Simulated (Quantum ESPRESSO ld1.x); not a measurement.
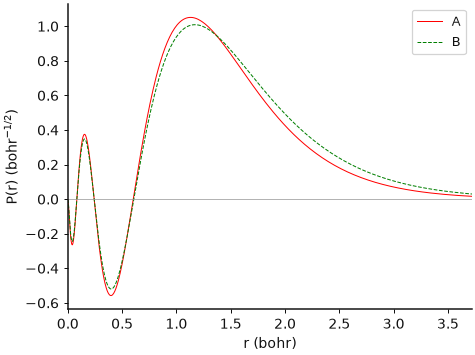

The Lu³⁺ ion was computed in two configurations: [Xe] 4f11 6s1 6p2 (high spin); [Xe] 4f13 6p1 (high spin). All numbers are computed, not measured: scalar-relativistic Kohn-Sham, LDA (Slater exchange, VWN5 correlation), spin-polarised, spherical densities, point nucleus (Quantum ESPRESSO ld1.x 7.5).

The plot shows P(r) = r R(r) of the 5p down orbital in both runs (large components where relativistic).

### Assign A and B.

A is [Xe] 4f11 6s1 6p2 (high spin) (⟨r⟩ = 1.26 bohr, eigenvalue −80.1 eV); B is [Xe] 4f13 6p1 (high spin) (⟨r⟩ = 1.33 bohr, eigenvalue −65.9 eV). The orbital is smaller where the other electrons screen the nucleus less.
